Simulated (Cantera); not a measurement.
Feed: 1 mol Si₂H₆, 9.7 mol NO, 170 mol N₂, at 1.33 mbar.

Method: chemical equilibrium by Gibbs-energy minimisation in Cantera with the NASA 1993 tables (ideal gas, pure condensed phases). Candidate condensed phases: H₂O, Si, SiO₂, Si₂N₂O, Si₃N₄; 35 gas species. The feed counts by its element totals alone. The tables hold silica as quartz up to 1696 K and as liquid above; real silica turns to tridymite and cristobalite and melts near 1996 K. Equilibrium is a limit: real reactors are often held back by kinetics, nucleation or transport.

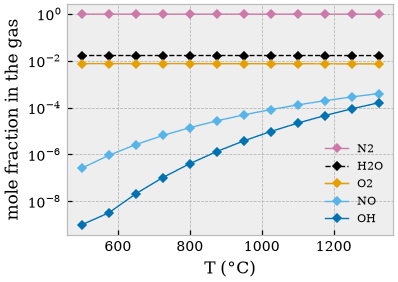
Figure. Equilibrium gas composition (values under 1e-9 drawn at 1e-9)

Problem. Read off the mole fractions at 1325 °C.

Solution. N₂ about 0.98, H₂O about 0.017, O₂ about 0.0073, NO about 0.00040, OH about 0.00016.
